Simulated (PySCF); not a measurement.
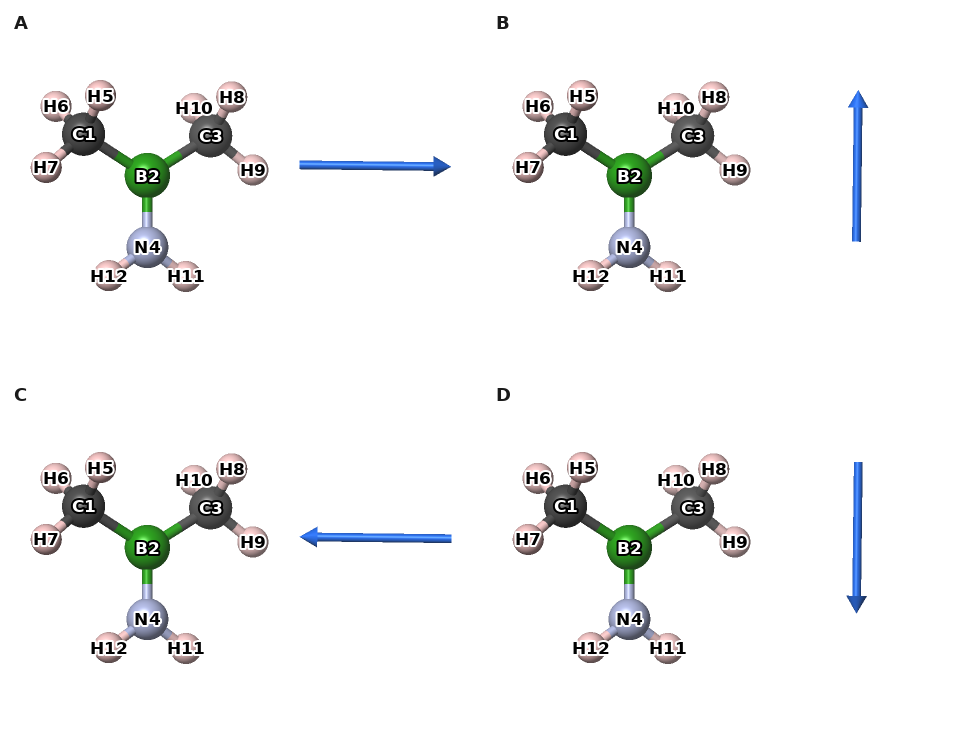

The same molecule four times, each with an arrow. Computed geometry: GFN2-xTB optimisation. No frequency run is at hand to confirm it as a minimum. Level of theory: CAM-B3LYP/def2-SVPD, gas phase (PySCF 2.14.0).

> Which arrow points along the dipole moment, from the negative to the positive end?

D. The dipole moment is 1.32 D; it points from the side of H5, H8 to the side of H11, H12 (the outermost atoms at the two ends).

The geometry is semi-empirical. Around B such bond lengths and angles can be off by a tenth of an ångström or more and by several degrees, and values that hang on the shape move with them.
